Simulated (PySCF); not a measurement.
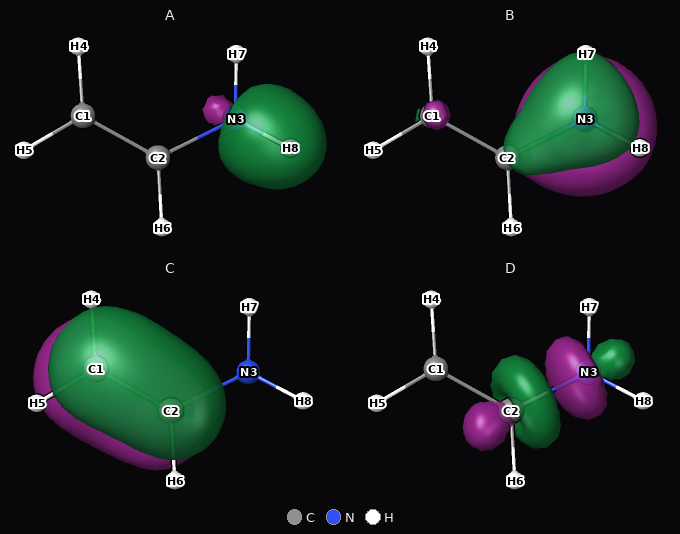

*C2H5N, SMILES `C=CN`. Intrinsic bond orbitals (IBO), occupied and valence-virtual; each surface holds about 80 % of the orbital's density. Energies are diagonal elements of the Fock matrix.*

Method: CAM-B3LYP/def2-TZVP; geometry: GFN2-xTB; program: PySCF. No frequency check shows the geometry to be a minimum.

**Name the orbitals, with their atomic make-up and energies.**

By panel:
- A: σ bond N3–H8 (N3 63 %, H8 36 %; −18.7 eV)
- B: lone pair on N3 (sp9-type) (N3 92 %, C2 5 %, C1 3 %; −10.1 eV)
- C: π bond C1–C2 (C1 56 %, C2 44 %; −8.9 eV)
- D: σ* orbital C2–N3 (C2 57 %, N3 42 %; 13.6 eV)

**How do all the valence pairs divide up?**

9 pairs: 7 σ bonds, 1 lone pair and 1 two-centre π bond.
